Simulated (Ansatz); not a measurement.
The figure comes from a scan of BaTiO₃ (cubic perovskite): one O atom of a 5-atom cell moves by s along Cartesian x, with its periodic images. These are r2SCAN (plane waves to 500 eV, PAW, scalar-relativistic; Ansatz, a program for electronic structure) values and carry that method's errors. k mesh 7×7×7 (Γ-centred), Fermi-Dirac smearing 0.05 eV. The energy includes the smearing's −TS. Left out: 4 of 11 points, with atoms too close for the PAW data. BaTiO3 is run without spin polarisation. BaTiO3 was relaxed with its symmetry unable to fall. The PAW data are Ansatz's earlier set. This is a high-temperature form of BaTiO3. ΔE is measured from the undisplaced structure.

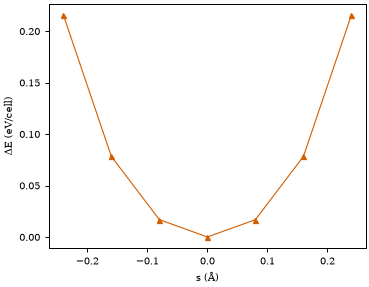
Figure. ΔE (eV/cell) against s (Å); one marker a computed point.

Q: Turn the plot into a table (rounded to what can be read).

A: To the nearest 0.005:

```tsv
s (Å)	ΔE (eV/cell)
-0.240	0.215
-0.160	0.080
-0.080	0.015
0.000	0.000
0.080	0.015
0.160	0.080
0.240	0.215
```

(A displaced cell: forces are minus the slopes of the energy, force constants its curvatures, and phonons follow from these.)
